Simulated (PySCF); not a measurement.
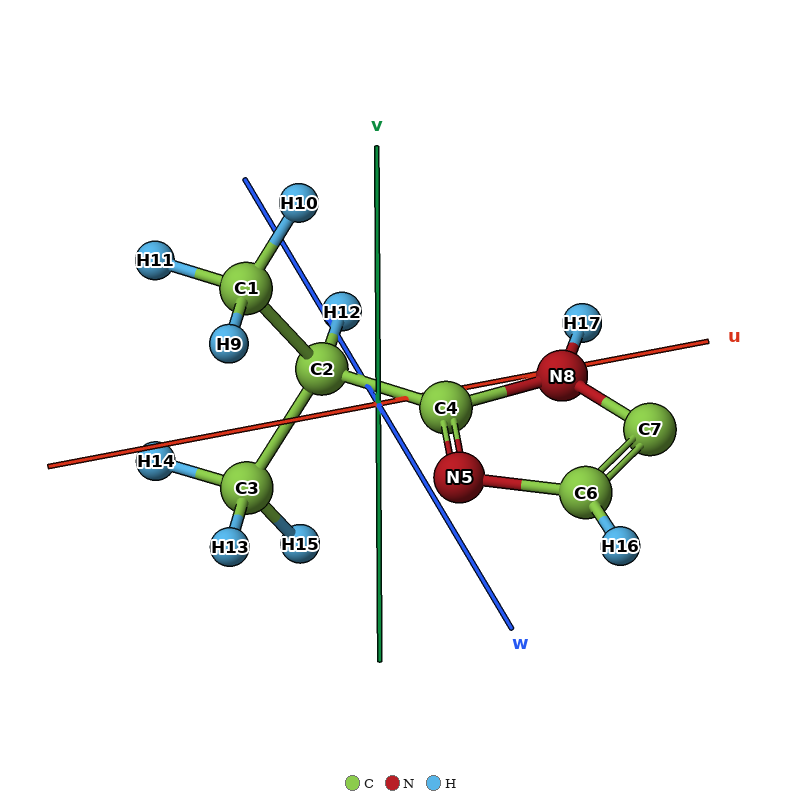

The lines u, v and w are the principal axes of the g tensor. State: neutral, doublet. The computed structure is the end point of a GFN2-xTB optimisation. No frequency run is at hand to confirm it as a minimum. Method: UKS B3LYP, pcH-1 on C H N, non-relativistic, mean-field spin-orbit, GIAO (PySCF 2.14.0).

Along which axis does g lie farthest from the free-electron value?

Answer. Along w: the shift is −884 ppm.

Give the principal values and shifts.

```tsv
axis	g	shift (ppm)
u	2.00213	−192
v	2.00244	122
w	2.00144	−884
```
